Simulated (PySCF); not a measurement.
Molecule: C2H12O3Si3, SMILES [SiH](C)(C)[SiH2][Si](O)(O)O. Atoms near the plane z = 0.0 Å, at the GFN2-xTB optimised geometry (x, y, z in Å): Si4 (0.1, -1.1, 0.0), Si5 (-2.2, -1.1, 0.0), O6 (-2.9, 0.4, 0.0), H12 (0.4, 2.5, 0.7), H14 (3.1, 0.9, 0.4), H17 (0.6, -2.5, 0.1), H18 (-3.1, 0.8, -0.8).

Calculation: B3LYP/def2-SVP in PySCF. Cells within 0.4 Å of a nucleus heavier than hydrogen are left out (blank, or x). The values are rescaled to run from 0 to 1.

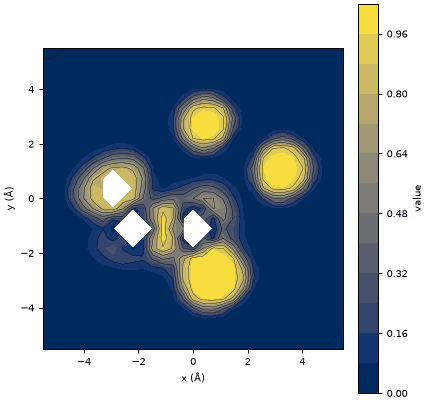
Fig. 1. a field on the plane z = 0.0 Å.

Q: Which quantity is mapped?
A) an orbital amplitude
B) log10 of the electron density
C) electrostatic potential
D) electron localisation function

A: D, electron localisation function
